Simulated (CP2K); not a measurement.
# BSi2AsH8 (SMILES [SiH3]B([SiH3])[AsH2]): GFN2-xTB

Aim: the energy difference between two shapes of BSi2AsH8 at GFN2-xTB, from 2 runs. 

The calculation is run with CP2K 2026.2.

2 further runs of the same task are left out: 1 that didn't finish, 1 set aside as unsound or not needed.

### 1 The system as given

BSi2AsH8 has 12 atoms, charge 0, and is taken as a singlet. As SMILES, `[SiH3]B([SiH3])[AsH2]`. Geometry: a rough force-field guess.

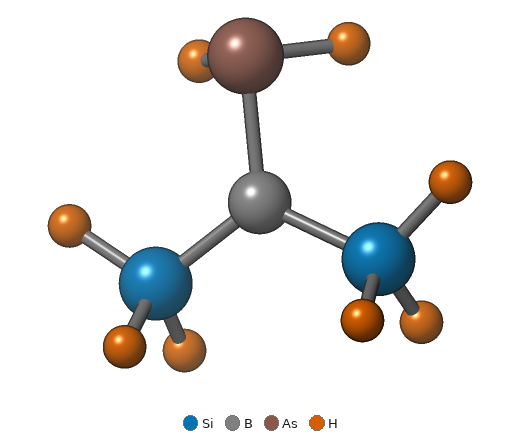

Viewed from a chosen angle; silicon blue, boron grey, arsenic brown, hydrogen orange.

### 2 A single-point energy at GFN2-xTB

job.inp reads:

```
&FORCE_EVAL
    METHOD QUICKSTEP
    &DFT
        &QS
            METHOD XTB
            EPS_DEFAULT 1.0E-10
            &XTB
                GFN_TYPE TBLITE
                &TBLITE
                    METHOD GFN2
                &END TBLITE
                CHECK_ATOMIC_CHARGES F
            &END XTB
        &END QS
        &POISSON
            PERIODIC NONE
            POISSON_SOLVER ANALYTIC
        &END POISSON
        &SCF
            SCF_GUESS ATOMIC
            EPS_SCF 1.0E-06
            MAX_SCF 150
            ADDED_MOS 2
            &DIAGONALIZATION
                ALGORITHM STANDARD
            &END DIAGONALIZATION
            &MIXING
                METHOD DIRECT_P_MIXING
                ALPHA 0.4
            &END MIXING
            &SMEAR ON
                METHOD FERMI_DIRAC
                ELECTRONIC_TEMPERATURE [K] 300
            &END SMEAR
        &END SCF
        &PRINT
            &MOMENTS
                PERIODIC F
                REFERENCE COM
                MAX_MOMENT 1
            &END MOMENTS
            &MO ON
                ENERGIES T
                OCCUPATION_NUMBERS T
                NDIGITS 6
                &EACH
                    QS_SCF 0
                &END EACH
                ADD_LAST NUMERIC
            &END MO
            &HIRSHFELD OFF
            &END HIRSHFELD
        &END PRINT
    &END DFT
    &SUBSYS
        &CELL
            ABC 13.9 15 14.8
            PERIODIC NONE
        &END CELL
        &COORD
            Si    -0.650900     1.236900    -1.100500
            B      0.122900    -0.213200    -0.191300
            Si     1.054500     0.097100     1.451700
            As     0.074800    -2.080400    -0.972300
            H     -1.354300     0.792600    -2.353800
            H     -1.696800     1.921100    -0.231400
            H      0.359800     2.270700    -1.458100
            H      0.207200     0.684000     2.454400
            H      2.195900     1.051200     1.262100
            H      1.626400    -1.177900     1.987600
            H     -1.534500    -1.931700    -1.254400
            H     -0.327900    -2.705700     0.439800
        &END COORD
        &TOPOLOGY
            &CENTER_COORDINATES
            &END CENTER_COORDINATES
        &END TOPOLOGY
    &END SUBSYS
&END FORCE_EVAL
&GLOBAL
    PROJECT_NAME job
    RUN_TYPE ENERGY
    PRINT_LEVEL MEDIUM
&END GLOBAL
```

The run is started by

```bash
OMP_NUM_THREADS=1 cp2k.psmp -i job.inp > job.out 2>&1
```

The log of the run, shortened:

```text
CP2K| version string:                                       CP2K version 2026.2
[...]
 GLOBAL| Method name                                                        CP2K
[...]
 GLOBAL| Run type                                                         ENERGY
[...]
                             - Atoms:                                         12
[...]
                             - Spherical basis functions:                     39
[...]
 Number of electrons:                                                         24
[...]
  *** SCF run converged in    18 steps ***
[...]
  Fermi energy:                                                -0.32718655992699
[...]
 TB_DIPOLE| Moment [Debye]          0.55209583      -0.18292573      -0.33345473
 TB_DIPOLE| Derivative [a.u.]       0.00000000       0.00000000       0.00000000
[...]
 ENERGY| Total FORCE_EVAL ( QS ) energy [hartree]            -11.062396556747862
[...]
```

Wall time 1.1 s (1 thread of AMD EPYC 7R43 (Zen 3), shared host); peak memory 0.18 GiB.

### 3 The distorted shape

run.inp reads:

```
&global
  project run
  run_type ENERGY
  print_level MEDIUM
&end

&force_eval
  method Quickstep
  &dft
    ! Quickstep
    &qs
      method XTB
      eps_default 1.0E-10
      &xtb
        gfn_type TBLITE
        &tblite
          method GFN2
        &end
        check_atomic_charges F
      &end
    &end
    &poisson
      periodic NONE
      poisson_solver ANALYTIC
    &end
    ! SCF settings
    &scf
      scf_guess ATOMIC
      eps_scf 1.0E-06
      max_scf 150
      added_mos 2
      &diagonalization
        algorithm STANDARD
      &end
      &mixing
        method DIRECT_P_MIXING
        alpha 0.4
      &end
      &smear ON
        method FERMI_DIRAC
        electronic_temperature [K] 300
      &end
    &end
    &print
      &moments
        periodic F
        reference COM
        max_moment 1
      &end
      &mo ON
        energies T
        occupation_numbers T
        ndigits 6
        &each
          qs_scf 0
        &end
        add_last NUMERIC
      &end
      &hirshfeld OFF
      &end
    &end
  &end
  &subsys
    ! box in angstrom
    &cell
      abc 14 15 15
      periodic NONE
    &end
    &coord
      Si    -0.635749     1.243725    -1.121130
      B      0.111157    -0.258919    -0.353112
      Si     0.966844     0.044252     1.522448
      As     0.170786    -2.073763    -0.857241
      H     -1.357653     0.743626    -2.385054
      H     -1.775149     1.878429    -0.341176
      H      0.344819     2.272568    -1.474017
      H      0.169824     0.733790     2.566716
      H      2.262504     1.123586     1.231751
      H      1.725624    -1.151714     1.974348
      H     -1.559831    -1.936092    -1.288609
      H     -0.247637    -2.708985     0.550444
    &end
    &topology
      &center_coordinates
      &end
    &end
  &end
&end
```

The run is started by

```bash
OMP_NUM_THREADS=1 cp2k.psmp -i run.inp > run.out 2>&1
```

The log of the run, shortened:

```text
CP2K| version string:                                       CP2K version 2026.2
[...]
 GLOBAL| Method name                                                        CP2K
[...]
 GLOBAL| Run type                                                         ENERGY
[...]
                             - Atoms:                                         12
[...]
                             - Spherical basis functions:                     39
[...]
 Number of electrons:                                                         24
[...]
  *** SCF run converged in    19 steps ***
[...]
  Fermi energy:                                                -0.32703069114076
[...]
 TB_DIPOLE| Moment [Debye]          0.16721763      -0.61543553       0.03475936
 TB_DIPOLE| Derivative [a.u.]       0.00000000       0.00000000       0.00000000
[...]
 ENERGY| Total FORCE_EVAL ( QS ) energy [hartree]            -11.031196241330804
[...]
```

Wall time 1.1 s (1 thread of AMD EPYC 7R43 (Zen 3), shared host); peak memory 0.18 GiB.

### 4 Results

At GFN2-xTB:

| quantity | value |
| --- | --- |
| first shape: total energy | -11.06240 Eh |
| first shape: dipole moment (from atomic charges alone) | 0.67 D |
| first shape: HOMO energy | -10.02 eV |
| first shape: LUMO energy | -8.01 eV |
| first shape: HOMO–LUMO gap | 2.01 eV |
| distorted shape: total energy | -11.03120 Eh |
| distorted shape: dipole moment (from atomic charges alone) | 0.64 D |
| distorted shape: HOMO energy | -9.81 eV |
| distorted shape: LUMO energy | -8.01 eV |
| distorted shape: HOMO–LUMO gap | 1.79 eV |
| energy change with the atoms displaced | 0.849 eV |

With the atoms displaced the energy rises by 0.85 eV (19.6 kcal/mol). The first shape isn't relaxed at this level, so the change isn't measured from a minimum. The dipole (first shape) comes from point charges on the atoms alone, without atomic dipoles, so it is partial. The dipole (distorted shape) comes from point charges on the atoms alone, without atomic dipoles, so it is partial.
